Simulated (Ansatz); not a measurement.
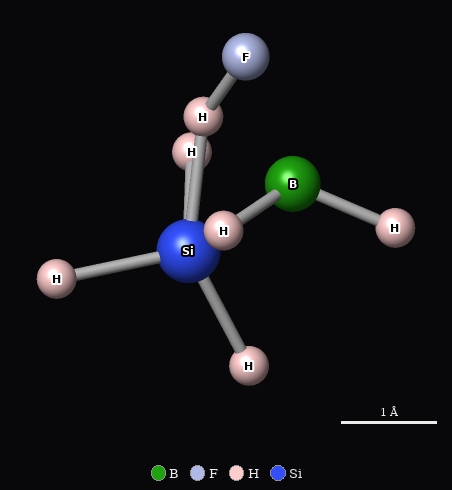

The structure as given in the input (ball-and-stick view, seen at a tilt).

# Geometry relaxation, with input and output: BSiH6F

BSiH6F, computed with RKS PBE0-D4/def2-SVP (Ansatz 0.2.0).

The input holds or restrains some coordinates. Forces given for the steps count only the free coordinates. It belongs to a series of runs on one base structure; here: pulled along the bonds that form and break, towards end A.

Input
```yaml
crystal:
  periodic: [false, false, false]
  atoms:
    - { symbol: B, position_ang: [0.0, 0.0, 0.0] }
    - { symbol: F, position_ang: [0.0, 0.0, 1.67] }
    - { symbol: H, position_ang: [1.0305, 0.0, -0.595] }
    - { symbol: H, position_ang: [-1.0305, 0.0, -0.595] }
    - { symbol: Si, position_ang: [0.094, -2.1331, 0.7095] }
    - { symbol: H, position_ang: [-0.6959, -2.9783, -0.1812] }
    - { symbol: H, position_ang: [1.4817, -2.5871, 0.7061] }
    - { symbol: H, position_ang: [-0.4425, -2.2202, 2.0645] }
    - { symbol: H, position_ang: [0.047, -1.0657, 1.6785] }
basis:
  gaussian: { orbitals: def2-SVP }
hamiltonian:
  xc: pbe0
  dispersion: d4
relax:
  f_tol: 0.15
  max_steps: 25
  restrain:
    - { distance: [0, 4], at: 3.15, k: 30.0 }
    - { distance: [8, 1], at: 2.12, k: 30.0 }
    - { distance: [0, 1], at: 1.32, k: 30.0 }
    - { distance: [8, 4], at: 1.46, k: 30.0 }
output:
  orbitals: {}
```

Launch command:
```bash
ansatz run input.yaml --threads 1 --pin off --max-ram 2048MiB --backend cpu --events-out ev --progress --plain --runs-dir out
```

The program's output
```
The last accepted step is kept in [file] (removed where the run ends without a failure and the disk answers)
Engine: ansatz 0.2.0, x86_64-unknown-linux-gnu
Functional definition: PBE0
  parameter a = 0.25
  parameter kappa = 0.804
  parameter beta = 0.06672455060314922
  exchange = (1 - a)*pbe_x(kappa = kappa, mu = beta*pi^2/3) + a*exact_x
  correlation = pbe_c(beta = beta)
806 factors; integrals over basis functions are off by at most 3.9e-4 eV
mean field evaluation 1: about -11350.7147 eV, gradient 1.9e1 eV
mean field evaluation 2: about -11350.9384 eV, gradient 1.8e1 eV
mean field evaluation 4: about -11351.7643 eV, gradient 1.3e0 eV
mean field evaluation 8: about -11351.7882 eV, gradient 1.4e-2 eV
mean field -11351.78817129 eV, -417.1705207764 hartree, gradient 2.8e-5 eV, S^2 0.000000; 0 other end points of the search recorded, 0 dependent functions left out
the calculation of the forces begins
reference -11351.78819556 eV, -417.1705216683 hartree; 17, 17 occupied and 59, 59 virtual orbitals, 806 factors
relax step   1: F+E_penalty+E_count = -11351.89708769 eV  Δ(F+E_penalty+E_count) = +0.000e0 eV  max|allowed force component| = 6.724e0 eV/Å  E_restraint = 30.63250497 eV  max|allowed force component, restraints' pulls added| = 3.567e1 eV/Å  Δτ_max = 0.0000 Å  (24 SCF iters, accepted)
  distance B 0 - Si 4 = 2.2500 Å
  distance H 8 - F 1 = 1.0668 Å
  distance B 0 - F 1 = 1.6700 Å
  distance H 8 - Si 4 = 1.4424 Å
these checks for a lower state are left out or cut short: starts, cluster_reference, orbital_swaps, neighbouring_geometries, increment
806 factors; integrals over basis functions are off by at most 3.7e-4 eV
mean field evaluation 16: about -11350.4705 eV, gradient 1.8e1 eV
mean field -11351.99877968 eV, -417.1782604922 hartree, gradient 1.7e-5 eV, S^2 0.000000; 0 other end points of the search recorded, 0 dependent functions left out
[... from here on the field's lines of each further geometry are left out, up to the last ...]
relax step   2: F+E_penalty+E_count = -11352.10539798 eV  Δ(F+E_penalty+E_count) = -2.083e-1 eV  max|allowed force component| = 3.582e0 eV/Å  E_restraint = 14.42036844 eV  max|allowed force component, restraints' pulls added| = 2.562e1 eV/Å  Δτ_max = 0.1987 Å  (33 SCF iters, accepted)
relax step   3: F+E_penalty+E_count = -11352.58805067 eV  Δ(F+E_penalty+E_count) = -4.827e-1 eV  max|allowed force component| = 2.666e0 eV/Å  E_restraint = 5.15580174 eV  max|allowed force component, restraints' pulls added| = 1.534e1 eV/Å  Δτ_max = 0.1949 Å  (34 SCF iters, accepted)
relax step   4: F+E_penalty+E_count = -11353.15257612 eV  Δ(F+E_penalty+E_count) = -5.645e-1 eV  max|allowed force component| = 2.532e0 eV/Å  E_restraint = 0.82509145 eV  max|allowed force component, restraints' pulls added| = 6.722e0 eV/Å  Δτ_max = 0.1948 Å  (34 SCF iters, accepted)
relax step   5: F+E_penalty+E_count = -11354.37915561 eV  Δ(F+E_penalty+E_count) = -1.227e0 eV  max|allowed force component| = 2.163e0 eV/Å  E_restraint = 0.07056918 eV  max|allowed force component, restraints' pulls added| = 2.163e0 eV/Å  Δτ_max = 0.1946 Å  (28 SCF iters, accepted)
relax step   6: F+E_penalty+E_count = -11355.26604190 eV  Δ(F+E_penalty+E_count) = -8.869e-1 eV  max|allowed force component| = 1.860e0 eV/Å  E_restraint = 0.02413553 eV  max|allowed force component, restraints' pulls added| = 2.090e0 eV/Å  Δτ_max = 0.1937 Å  (26 SCF iters, accepted)
relax step   7: F+E_penalty+E_count = -11355.96275774 eV  Δ(F+E_penalty+E_count) = -6.967e-1 eV  max|allowed force component| = 1.200e0 eV/Å  E_restraint = 0.01489960 eV  max|allowed force component, restraints' pulls added| = 1.200e0 eV/Å  Δτ_max = 0.1918 Å  (26 SCF iters, accepted)
relax step   8: F+E_penalty+E_count = -11356.37201759 eV  Δ(F+E_penalty+E_count) = -4.093e-1 eV  max|allowed force component| = 4.447e-1 eV/Å  E_restraint = 0.00893381 eV  max|allowed force component, restraints' pulls added| = 5.854e-1 eV/Å  Δτ_max = 0.2000 Å  (26 SCF iters, accepted)
the calculation of the forces begins
reference -11356.35415900 eV, -417.3383177299 hartree; 17, 17 occupied and 59, 59 virtual orbitals, 806 factors
relax step   9: F+E_penalty+E_count = -11356.44853921 eV  Δ(F+E_penalty+E_count) = -7.652e-2 eV  max|allowed force component| = 5.544e-1 eV/Å  E_restraint = 0.00858541 eV  max|allowed force component, restraints' pulls added| = 8.228e-2 eV/Å  Δτ_max = 0.1189 Å  (27 SCF iters, accepted)
```

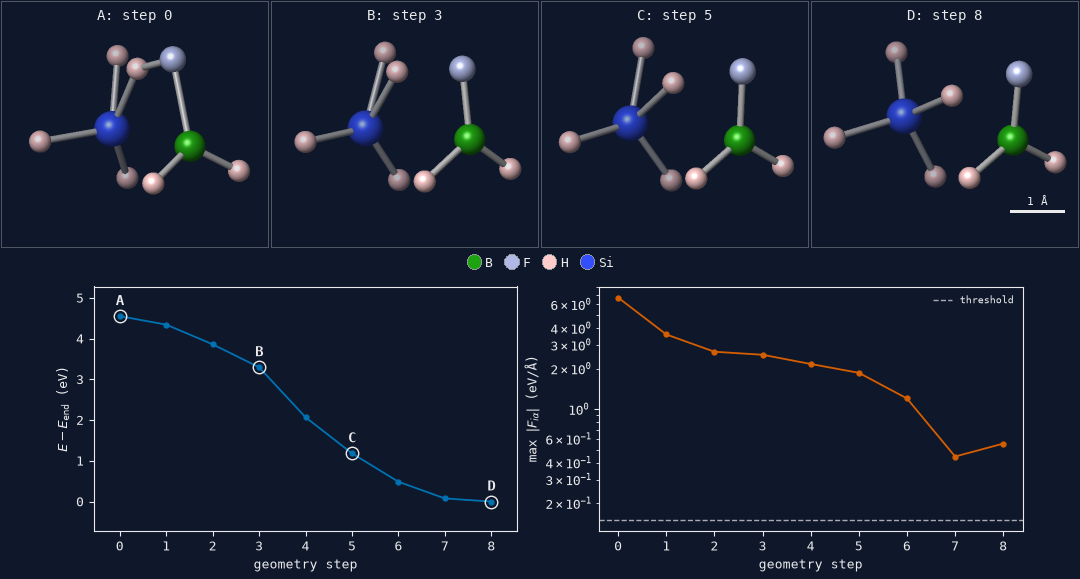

Frames of the restrained relaxation (ball-and-stick view, seen at a tilt) above the curves, on which the letters mark them (the first geometry is step 0 here and step 1 in the log).

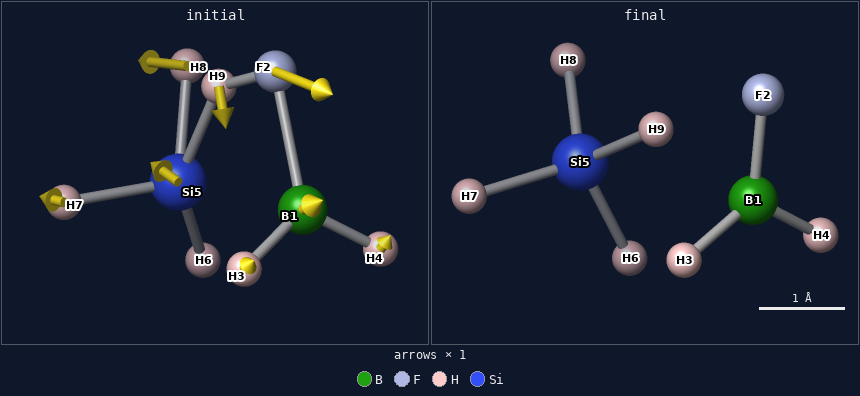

Before (left) and after (right) the restrained relaxation, at one scale (ball-and-stick view, seen at a tilt). The yellow arrows give the displacements, at true length. The largest move after the best rigid fit is that of F2, 1.12 Å. By element the largest moves are F 1.12 Å, H 0.96 Å, Si 0.55 Å, B 0.42 Å. Among the contacts that change: F2–H9 1.067 → 2.136 Å, B1–F2 1.670 → 1.322 Å, Si5–H9 1.442 → 1.478 Å, Si5–H8 1.460 → 1.495 Å. Bonds break: F2–H9 (1.07 → 2.14 Å). Among the angles that change: H8–Si5–H9 53.7° → 106.7°, H6–Si5–H9 145.1° → 110.5°, H7–Si5–H9 105.2° → 108.5°. The energy falls by 4.551 eV in 8 geometry steps. Largest force component: 6.7 eV/Å at the start, 0.55 eV/Å at the end. (Atoms are counted from 1 in the order of the input.)

```
  distance B 0 - Si 4 = 3.1510 Å
  distance H 8 - F 1 = 2.1357 Å
  distance B 0 - F 1 = 1.3221 Å
  distance H 8 - Si 4 = 1.4779 Å
806 factors; integrals over basis functions are off by at most 7.4e-4 eV
mean field -11356.35413270 eV, -417.3383167634 hartree, gradient 7.7e-6 eV, S^2 0.000000; 1 other end points of the search recorded, 0 dependent functions left out
the calculation of the forces begins
reference -11356.35415900 eV, -417.3383177299 hartree; 17, 17 occupied and 59, 59 virtual orbitals, 806 factors
Total energy: -11356.44856551 eV, -417.3417871052 hartree
Atom 0 at    -0.014625     0.408565     0.034059 Å, force     0.056308    -0.077040    -0.147640 eV/Å
Atom 1 at     0.012845     1.030576     1.200405 Å, force    -0.031591     0.554447     0.132253 eV/Å
Atom 2 at     1.037033     0.233095    -0.541578 Å, force    -0.003552    -0.033713     0.020360 eV/Å
Atom 3 at    -1.087148     0.170936    -0.470757 Å, force    -0.048139     0.015240     0.018716 eV/Å
Atom 4 at     0.106808    -2.575519     1.038552 Å, force    -0.001209    -0.508455     0.031834 eV/Å
Atom 5 at    -0.694390    -3.038139    -0.132668 Å, force     0.002514     0.065531     0.030539 eV/Å
Atom 6 at     1.533030    -2.965677     0.858329 Å, force     0.019523    -0.011054     0.020621 eV/Å
Atom 7 at    -0.445332    -3.143520     2.306495 Å, force     0.031551    -0.016766    -0.067204 eV/Å
Atom 8 at     0.036079    -1.104716     1.164564 Å, force    -0.025405     0.011810    -0.039478 eV/Å
Dipole moment:    -0.000640    -0.245406    -0.044433 e Å
```

Trajectory as extended XYZ (Å, eV, eV/Å), 9 frames, from step=1 to step=9
```
9
Properties=species:S:1:pos:R:3:forces:R:3 step=1 energy=-11351.89709
B     0.0000    0.0000    0.0000    0.0857  -4.3155   0.4543
F     0.0000    0.0000    1.6700    0.2064   4.1076   1.0319
H     1.0305    0.0000   -0.5950    0.6309   1.1138   0.4348
H    -1.0305    0.0000   -0.5950   -0.6473   1.0102   0.4883
Si    0.0940   -2.1331    0.7095    0.8038  -3.7758  -6.7244
H    -0.6959   -2.9783   -0.1812   -0.5108  -0.7098   0.0324
H     1.4817   -2.5871    0.7061    0.5835  -0.5162   0.3573
H    -0.4425   -2.2202    2.0645   -0.1264  -0.0918   1.1389
H     0.0470   -1.0657    1.6785   -1.0258   3.1774   2.7864
9
Properties=species:S:1:pos:R:3:forces:R:3 step=2 energy=-11352.10540
B    -0.0053    0.1509    0.0143    0.3061  -3.5819   2.0901
F    -0.0019    0.1813    1.5938   -0.0691   3.1305  -1.2807
H     1.0354    0.0211   -0.5852    0.2312   0.9730   0.4458
H    -1.0388    0.0194   -0.5857   -0.3856   0.8671   0.4337
Si    0.1078   -2.3303    0.7297    0.9861  -0.3836  -2.1855
H    -0.7145   -3.0111   -0.1942   -1.1792  -0.7768  -0.6530
H     1.5078   -2.6083    0.7116    1.1111  -0.8522   0.2724
H    -0.4456   -2.2294    2.0852   -0.1964  -0.8214   1.4879
H     0.0393   -1.1781    1.6879   -0.8041   1.4452  -0.6108
9
Properties=species:S:1:pos:R:3:forces:R:3 step=3 energy=-11352.58805
B    -0.0073    0.2449    0.0493    0.2993  -2.6664   2.0648
F    -0.0063    0.3556    1.5066   -0.1474   2.5223  -2.5555
H     1.0334    0.0309   -0.5774   -0.1402   0.9660   0.6003
H    -1.0386    0.0280   -0.5782   -0.0276   0.8533   0.5813
Si    0.1232   -2.4517    0.7553    0.6474  -0.1082  -0.0873
H    -0.7293   -3.0163   -0.2038   -1.3136  -0.3615  -0.9973
H     1.5237   -2.6186    0.7139    1.4440  -0.8150   0.1699
H    -0.4480   -2.2438    2.1038   -0.3588  -1.7301   1.5757
H     0.0335   -1.3133    1.6880   -0.4031   1.3397  -1.3520
9
Properties=species:S:1:pos:R:3:forces:R:3 step=4 energy=-11353.15258
B    -0.0085    0.3245    0.0762    0.2091  -2.5317  -0.6151
F    -0.0110    0.5181    1.3994   -0.0955   1.7979  -0.4814
H     1.0277    0.0511   -0.5645   -0.2563   0.9653   0.6626
H    -1.0358    0.0458   -0.5654    0.1247   0.8740   0.6466
Si    0.1370   -2.5705    0.8006    0.1391  -0.5785   0.3988
H    -0.7532   -3.0113   -0.2243   -0.8133   0.1238  -0.7206
H     1.5537   -2.6339    0.7166    1.2031  -0.6498   0.0805
H    -0.4573   -2.2955    2.1395   -0.4033  -2.2593   1.3829
H     0.0318   -1.4128    1.6793   -0.1075   2.2584  -1.3543
9
Properties=species:S:1:pos:R:3:forces:R:3 step=5 energy=-11354.37916
B    -0.0087    0.2948    0.0579    0.0589  -0.8699  -0.0936
F    -0.0156    0.6985    1.3265   -0.0280   0.8932  -0.3658
H     1.0360    0.1141   -0.5468   -0.0025   0.3046   0.3279
H    -1.0494    0.1024   -0.5478   -0.0312   0.2684   0.3282
Si    0.1418   -2.6929    0.8760   -0.1558   0.6133   0.6710
H    -0.7789   -2.9785   -0.2505    0.0488   0.1653   0.0702
H     1.6042   -2.6851    0.7296    0.1890  -0.5921   0.0313
H    -0.4612   -2.4590    2.2266   -0.1714  -2.1627   0.7092
H     0.0161   -1.3787    1.5858    0.0921   1.3799  -1.6783
9
Properties=species:S:1:pos:R:3:forces:R:3 step=6 energy=-11355.26604
B    -0.0090    0.3138    0.0521   -0.0022  -0.4321   0.3884
F    -0.0172    0.8095    1.2935   -0.0046   0.5953  -0.5471
H     1.0403    0.1303   -0.5272    0.0848   0.1623   0.1764
H    -1.0552    0.1165   -0.5281   -0.0864   0.1460   0.1777
Si    0.1348   -2.7002    0.9243   -0.2416   1.3650   0.7412
H    -0.7667   -2.9727   -0.2323    0.1518  -0.0992   0.1695
H     1.6065   -2.7386    0.7398   -0.0150  -0.6863   0.0498
H    -0.4741   -2.6408    2.2922    0.0178  -1.8598   0.2392
H     0.0249   -1.3022    1.4432    0.0954   0.8089  -1.3951
9
Properties=species:S:1:pos:R:3:forces:R:3 step=7 energy=-11355.96276
B    -0.0108    0.3430    0.0501    0.0009  -0.2554   0.3231
F    -0.0194    0.9039    1.2605    0.0016   0.4963  -0.4034
H     1.0451    0.1487   -0.5120    0.0551   0.1031   0.1138
H    -1.0622    0.1339   -0.5137   -0.0657   0.0882   0.1108
Si    0.1250   -2.6484    0.9590   -0.1600   0.8206   0.7389
H    -0.7472   -2.9980   -0.2028    0.1369  -0.1002   0.1714
H     1.5965   -2.8192    0.7548   -0.2108  -0.5080   0.0882
H    -0.4763   -2.8284    2.3323    0.2176  -1.1996  -0.2647
H     0.0337   -1.2199    1.3291    0.0245   0.5550  -0.8780
9
Properties=species:S:1:pos:R:3:forces:R:3 step=8 energy=-11356.37202
B     0.0133    0.3940    0.0466   -0.1114  -0.0106  -0.1111
F     0.0094    0.9931    1.2312   -0.0103   0.4441  -0.0819
H     1.0616    0.3268   -0.5673   -0.0548  -0.0946   0.1663
H    -1.0491    0.0845   -0.4566    0.0715   0.1103   0.0829
Si    0.0966   -2.6001    0.9985   -0.0266  -0.1598   0.4447
H    -0.7321   -3.0764   -0.1488    0.0532   0.0587   0.0775
H     1.5394   -2.9408    0.8261   -0.0882  -0.1093   0.0073
H    -0.4517   -3.0268    2.3284    0.0957  -0.3718  -0.2106
H    -0.0031   -1.1386    1.1995    0.0709   0.1329  -0.3752
9
Properties=species:S:1:pos:R:3:forces:R:3 step=9 energy=-11356.44854
B    -0.0146    0.4086    0.0341    0.0563  -0.0770  -0.1476
F     0.0128    1.0306    1.2004   -0.0316   0.5544   0.1323
H     1.0370    0.2331   -0.5416   -0.0036  -0.0337   0.0204
H    -1.0871    0.1709   -0.4708   -0.0481   0.0152   0.0187
Si    0.1068   -2.5755    1.0386   -0.0012  -0.5085   0.0318
H    -0.6944   -3.0381   -0.1327    0.0025   0.0655   0.0305
H     1.5330   -2.9657    0.8583    0.0195  -0.0111   0.0206
H    -0.4453   -3.1435    2.3065    0.0316  -0.0168  -0.0672
H     0.0361   -1.1047    1.1646   -0.0254   0.0118  -0.0395
```

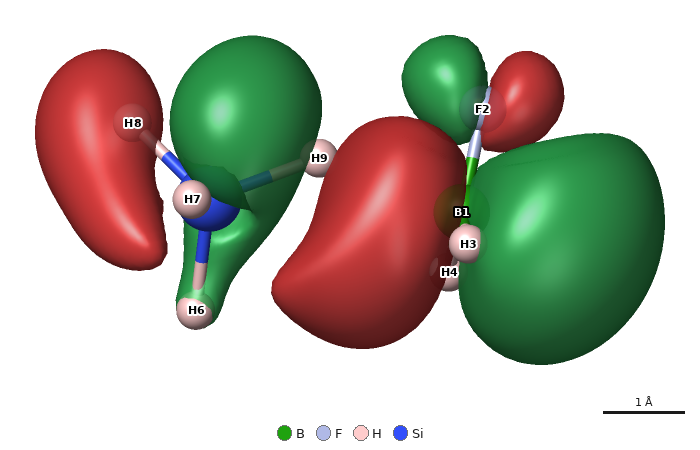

The LUMO at ±0.06 Å⁻³ᐟ² (green and red are the two phases), seen at a tilt. Its weight (Hirshfeld) is mainly on B1 (50 %), Si5 (15 %) and F2 (10 %). Its energy is −0.71 eV.

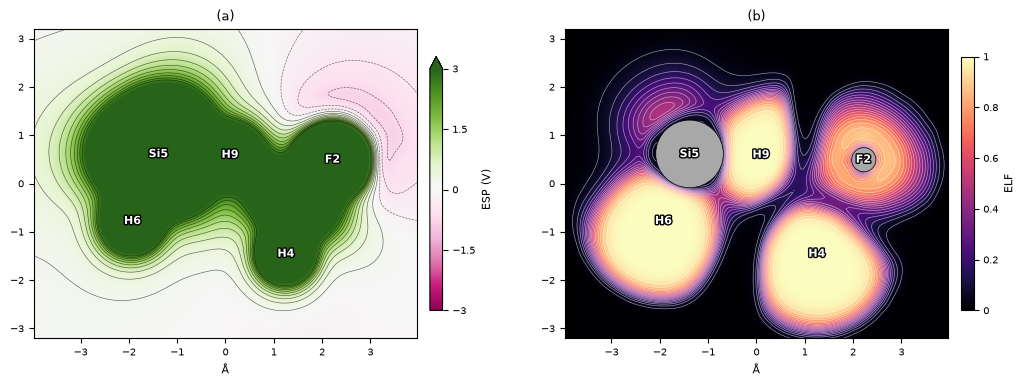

(a) molecular electrostatic potential; (b) electron localisation function on the plane of atoms H6, Si5 and H9. Grey discs, where drawn, cover atomic cores. Si–H (1.48 Å): the ELF climbs to about 1 towards the hydrogen, as it does in any bond to H.

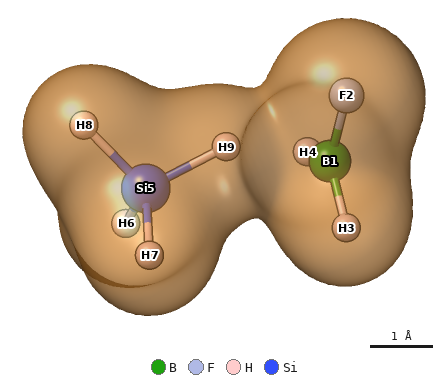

Isosurface of the electron density at 0.05 e/Å³ (orange), seen at a tilt. At this value the surface is in one piece. On the grid the lowest density along these lines, outside the cores, is 0.2 e/Å³ (B···H, 1.89 Å), 1.4 e/Å³ (B–F, 1.32 Å), 1.2 e/Å³ (B–H, 1.21 Å) and 0.75 e/Å³ (Si–H, 1.48 Å).

Results in brief

- outcome: converged under the restraints of the input
- total energy: −11356.4486 eV
- mean-field energy: −11356.3542 eV
- largest force (length of the vector) at the end, held atoms and coordinates included: 0.571 eV/Å
- hardware: 1 thread of Intel Xeon (Sapphire Rapids), 64 GiB of memory available, shared host
- wall time: 19 s
- peak memory: 0.18 GiB
